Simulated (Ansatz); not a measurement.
**H3O3STa: reading failed and doubtful runs**

3 inputs were typed for H3O3STa. Each is run as it stands; the log then has to tell whether the result can be used.

Computed with Ansatz 0.2.0, Gaussian basis. Level: the settings change from run to run.

### Step 1. The relaxed structure

The geometry comes from an earlier relaxation with PBE0-D4 in a triple-zeta def2 set; it is a stationary point, not always the lowest conformer. Ta takes a core potential in def2 sets; no spin-orbit term is included.

SMILES `[OH][Ta]([OH])([OH])=[S]`, 8 atoms, charge 0, spin multiplicity 1.

Atoms are counted from 1 here; the program's logs count them from 0.

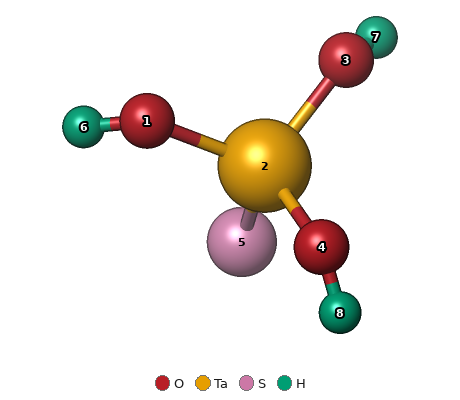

The structure; oxygen red, tantalum amber, sulfur pink, hydrogen teal; atoms are numbered from 1 in the order of the file.

Geometry (Å):

```
O    -1.0302    1.5493    0.1407
Ta    0.0428   -0.0008   -0.0395
O     0.8839   -0.3546    1.6202
O    -1.0740   -1.4658   -0.4796
S     1.5330    0.2954   -1.5859
H    -1.0055    2.3856   -0.3250
H     1.8111   -0.4158    1.8512
H    -1.0691   -2.0504   -1.2380
```

### Step 2. Input 1

Input file in.yaml:

```yaml
crystal:
  periodic: [false, false, false]
  atoms:
    - {symbol: O, position_ang: [-0.932426, 1.498748, 0.233478]}
    - {symbol: Ta, position_ang: [0.119525, 0.060766, -0.098586]}
    - {symbol: O, position_ang: [0.865809, -0.218498, 1.542135]}
    - {symbol: O, position_ang: [-1.180829, -1.635271, -0.524996]}
    - {symbol: S, position_ang: [1.639890, 0.372254, -1.570956]}
    - {symbol: H, position_ang: [-0.950732, 2.313977, -0.186652]}
    - {symbol: H, position_ang: [1.866329, -0.404479, 1.743855]}
    - {symbol: H, position_ang: [-0.992500, -2.129535, -1.348642]}
basis:
  gaussian: {orbitals: def2-SVP, fitting: {mean_field: def2-universal-jkfit}}
hamiltonian: {xc: {name: TPSS}, dispersion: d3bjatm}
scf: {lower_state_search: off}
```

On the command line:

```sh
ansatz run in.yaml --threads 4 --pin off --events-out ev --progress --plain --max-ram 10444MiB
```

Standard output:

```text
Error: YAML parse error: error: line 14 column 19: hamiltonian.xc: no functional is named "TPSS"; the names, which are not case-sensitive, are SVWN5, SPW92, PBE, PBE0, PBEsol, revPBE, revPBE0, RPBE, rPW86-PBE, HSE06, wPBEh, LC-wPBE, HISS, HF, BLYP, B3LYP, B3LYP5, BHLYP, CAM-B3LYP, r2SCAN, r2SCANh, r2SCAN0, r2SCAN50, m-r2SCAN, B97, wB97, wB97X, wB97X-V, B97M-V, wB97M-V, B2PLYP, B2GP-PLYP, PBE0-DH, PBE-QIDH
  --> <input>:14:19
   |
12 | basis:
13 |   gaussian: {orbitals: def2-SVP, fitting: {mean_field: def2-universal-jkfit}}
14 | hamiltonian: {xc: {name: TPSS}, dispersion: d3bjatm}
   |                   ^ hamiltonian.xc: no functional is named "TPSS"; the names, which are not case-sensitive, are SVWN5, SPW92, PBE, PBE0, PBEsol, revPBE, revPBE0, RPBE, rPW86-PBE, HSE06, wPBEh, LC-wPBE, HISS, HF, BLYP, B3LYP, B3LYP5, BHLYP, CAM-B3LYP, r2SCAN, r2SCANh, r2SCAN0, r2SCAN50, m-r2SCAN, B97, wB97, wB97X, wB97X-V, B97M-V, wB97M-V, B2PLYP, B2GP-PLYP, PBE0-DH, PBE-QIDH
15 | scf: {lower_state_search: off}
   |
```

It took 0.05 s on 4 threads of AMD EPYC 9R45, shared host.

**Diagnosis.** The program refused the input. The method's name isn't one that the program takes here. Its coordinates are also moved off the relaxed structure. Cure: name a functional that the program knows.

### Step 3. Input 2

Input file in.yaml:

```yaml
crystal:
  periodic: [false, false, false]
  atoms:
    - {symbol: O, position_ang: [-1.026354, 1.601637, 0.153230]}
    - {symbol: Ta, position_ang: [0.110203, -0.059142, -0.035834]}
    - {symbol: O, position_ang: [0.894431, -0.343250, 1.600083]}
    - {symbol: O, position_ang: [-1.054938, -1.451074, -0.481121]}
    - {symbol: S, position_ang: [1.549412, 0.302831, -1.596250]}
    - {symbol: H, position_ang: [-1.003150, 2.433838, -0.356865]}
    - {symbol: H, position_ang: [1.813796, -0.404901, 1.851352]}
    - {symbol: H, position_ang: [-1.082071, -2.039263, -1.277990]}
basis:
  gaussian: {orbitals: def2-TZVP, final_grid: {core_spheres: 1, valence_spheres: 1, degree: 1}}
hamiltonian: {xc: {name: PBE}}
accuracy: high
output: {forces: true}
```

The command is unchanged.

Standard output (excerpt; [...] marks lines left out):

```text
Functional definition: PBE
  name "PBE"
  cite "Perdew, Burke & Ernzerhof, Phys. Rev. Lett. 77, 3865 (1996) doi:10.1103/PhysRevLett.77.3865"
  parent pbe
[...]
3308 factors; integrals over basis functions are off by at most 7.5e-7 eV
[...]
mean field -18923.16622217 eV, -695.4135320820 hartree, gradient 2.8e-8 eV, S^2 0.000000; 6 other end points of the search recorded, 0 dependent functions left out
[...]
reference -18923.16623552 eV, -695.4135325725 hartree; 28, 28 occupied and 160, 160 virtual orbitals, 3308 factors
Total energy: -18923.16623552 eV, -695.4135325725 hartree
Atom 0 at    -1.026354     1.601637     0.153230 Å, force   -39.583437    60.872626     4.957939 eV/Å
Atom 1 at     0.110203    -0.059142    -0.035834 Å, force    96.864230   -35.030429   -70.146399 eV/Å
Atom 2 at     0.894431    -0.343250     1.600083 Å, force    14.066758   -11.796054     7.674328 eV/Å
Atom 3 at    -1.054938    -1.451074    -0.481121 Å, force     1.158828   -15.112257    -8.914396 eV/Å
Atom 4 at     1.549412     0.302831    -1.596250 Å, force   -45.396145   -26.173078    56.700556 eV/Å
Atom 5 at    -1.003150     2.433838    -0.356865 Å, force   -14.711136    17.193947     4.504261 eV/Å
Atom 6 at     1.813796    -0.404901     1.851352 Å, force    -7.932759     5.783202     0.006264 eV/Å
Atom 7 at    -1.082071    -2.039263    -1.277990 Å, force    -4.466340     4.262045     5.217445 eV/Å
Dipole moment:    -3.806419    -0.358913     3.635440 e Å
```

Run time: 11 s. Hardware: 4 threads of AMD EPYC 9R45, shared host; peak memory 0.77 GiB.

**Diagnosis.** It ended without an error, which proves nothing about the input. The integration grid is far too coarse. Its coordinates are also moved off the relaxed structure. Its energy carries the error of the grid. To mend it, drop final_grid and take the default grid.

### Step 4. Input 3

Input file in.yaml:

```yaml
crystal:
  periodic: [false, false, false]
  atoms:
    - {symbol: O, position_ang: [-0.618135, 1.084537, 0.084435]}
    - {symbol: Ta, position_ang: [0.029980, -0.000593, -0.023700]}
    - {symbol: O, position_ang: [0.530369, -0.248200, 1.134128]}
    - {symbol: O, position_ang: [-0.751827, -1.026064, -0.335733]}
    - {symbol: S, position_ang: [1.073107, 0.206805, -0.951549]}
    - {symbol: H, position_ang: [-0.603302, 1.669900, -0.227490]}
    - {symbol: H, position_ang: [1.267805, -0.291091, 1.110698]}
    - {symbol: H, position_ang: [-0.641441, -1.230226, -0.742772]}
basis:
  gaussian: {orbitals: def2-TZVP, point_charges: [{charge: 2.00, position_ang: [5.851, -0.541, -0.205]}]}
hamiltonian: {xc: {name: LC-wPBE}}
output: {forces: true}
```

The command is unchanged.

Standard output (excerpt; [...] marks lines left out):

```text
Functional definition: LC-wPBE
  name "LC-wPBE"
  cite "Vydrov & Scuseria, J. Chem. Phys. 125, 234109 (2006) doi:10.1063/1.2409292"
  cite "Heyd & Scuseria, J. Chem. Phys. 120, 7274 (2004) doi:10.1063/1.1668634"
  cite "Ernzerhof & Perdew, J. Chem. Phys. 109, 3313 (1998) doi:10.1063/1.476928"
  cite "Perdew, Burke & Ernzerhof, Phys. Rev. Lett. 77, 3865 (1996) doi:10.1103/PhysRevLett.77.3865"
  parent pbe
[...]
1183 factors; their error is unknown
369 factors; integrals over basis functions are off by at most 1.1e-5 eV
[...]
mean field -18465.23555382 eV, -678.5848904167 hartree, gradient 3.8e-5 eV, S^2 0.000000; 0 other end points of the search recorded, 0 dependent functions left out
[...]
reference -18465.23555383 eV, -678.5848904170 hartree; 28, 28 occupied and 160, 160 virtual orbitals, 1183 factors
Total energy: -18465.23555383 eV, -678.5848904170 hartree
Atom 0 at    -0.618135     1.084537     0.084435 Å, force   -49.453701    40.469292    29.329611 eV/Å
Atom 1 at     0.029980    -0.000593    -0.023700 Å, force   -26.502820   -22.141447     6.725789 eV/Å
Atom 2 at     0.530369    -0.248200     1.134128 Å, force    10.247275   -15.064146    80.340490 eV/Å
Atom 3 at    -0.751827    -1.026064    -0.335733 Å, force   -91.923691    33.864255   161.396374 eV/Å
Atom 4 at     1.073107     0.206805    -0.951549 Å, force    84.662848    16.023320   -74.452463 eV/Å
Atom 5 at    -0.603302     1.669900    -0.227490 Å, force    -0.463457    44.662114   -22.135090 eV/Å
Atom 6 at     1.267805    -0.291091     1.110698 Å, force    27.979427    -2.182672     2.260551 eV/Å
Atom 7 at    -0.641441    -1.230226    -0.742772 Å, force    45.903872   -95.757573  -183.189047 eV/Å
Dipole moment:    -1.184132     0.060226     0.612849 e Å
```

Run time: 1.6 s. Hardware: 4 threads of AMD EPYC 9R45, shared host.

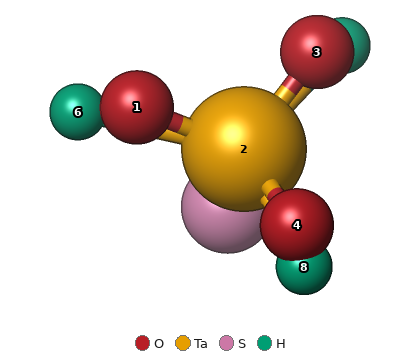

The geometry of this input.

What is wrong: It ended without an error, which proves nothing about the input. The geometry is squeezed well below its size. The shortest distance is 0.47 Å (O4–H8), against 0.96 Å in the relaxed molecule. Its energy is no property of the relaxed molecule. Cure: use the relaxed coordinates, and remove the point charge.

### Step 5. How the tries ended

| input | level | ended | cause | time |
| --- | --- | --- | --- | --- |
| 1 | TPSS/def2-SVP | refused | the method's name isn't one that the program takes here | 0.05 s |
| 2 | PBE/def2-TZVP | converged | the integration grid is far too coarse | 11 s |
| 3 | LC-wPBE/def2-TZVP | converged | the geometry is squeezed well below its size | 1.6 s |

1 refused, 2 converged. A refusal costs next to no computing time. The dangerous case is the input that converges on a wrong geometry, charge, spin, basis or grid: often only a look at the input shows it.
